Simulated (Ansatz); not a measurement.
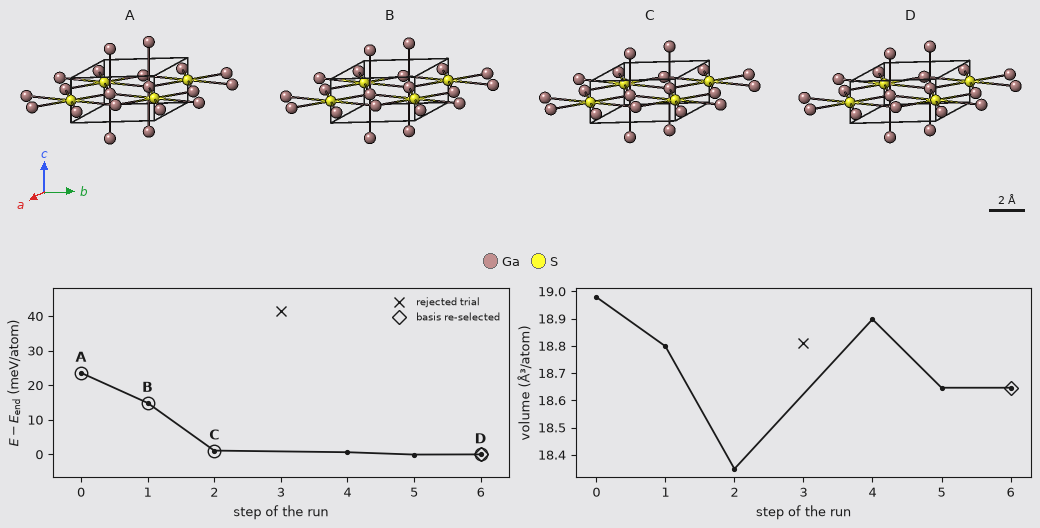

Frames of a relaxation of solid Ga₂S (a generated structure, set up in P6/mmm), marked on the history of the run. Style: ball-and-stick. Shown: the cell of the calculation, slightly off an axis.

All numbers below come from Ansatz, DFT PBE, scalar-relativistic, plane waves, PAW.

Input file:
```yaml
crystal:
  lattice:
    - [4.9277566093, 0.0, 0.0]
    - [-2.4638783046, 4.2675624073, 0.0]
    - [0.0, 0.0, 2.7075300219]
  atoms:
    - { symbol: Ga, position: [0.3333333333, 0.6666666667, 0.5] }
    - { symbol: Ga, position: [0.6666666667, 0.3333333333, 0.5] }
    - { symbol: S, position: [0.0, 0.0, 0.5] }
basis:
  ecutwfc: 420
kpoints:
  mp_grid: { grid: [12, 12, 18] }
hamiltonian:
  xc: pbe
scf:
  occupations: { method: gaussian, width: 0.1 }
output:
  forces: true
  stress: true
  eigenvalues: true
relax:
  adjacent_minimum: "off"
  f_tol: 0.01
  max_steps: 80
  cell: { stress_tol: 0.05 }
```

Command:
```bash
ansatz run input.yaml --threads 1 --pin off --max-ram 2048MiB --backend cpu --events-out ev --progress --plain --runs-dir out
```

**What happens along the run?**

After 4 accepted moves (6 points after the start) the energy has fallen by 23.6 meV per atom. All forces vanish by symmetry, so only the cell relaxes. The pressure goes from −0.65 to −0.03 GPa. The line search rejected the trial step at point 3 of the run. The SCF was repeated once at an unchanged geometry on a basis and grid sized afresh for the cell, which shifted the energy by 0.1 meV per atom at most. No atom moves by more than 0.005 Å relative to the cell. The drawn cell changes as follows: a = b 4.928 → 5.057 Å (+2.6 %), c 2.708 → 2.526 Å (−6.7 %); the volume changes by −1.8 %. Among the contacts that change: Ga1–Ga1 2.708 → 2.526 Å, Ga1–S3 2.845 → 2.920 Å. The space group stays P6/mmm (No. 191). The run took 66 s on 1 thread of Intel(R) Xeon(R) Platinum 8488C (Sapphire Rapids), with other jobs on the host, peak memory 0.53 GiB. From step 0 to 1: volume −1.0 %, energy −8.7 meV per atom. From step 1 to 2: volume −2.4 %, energy −13.8 meV per atom. From step 2 to 6: volume +1.6 %, energy −1.1 meV per atom.
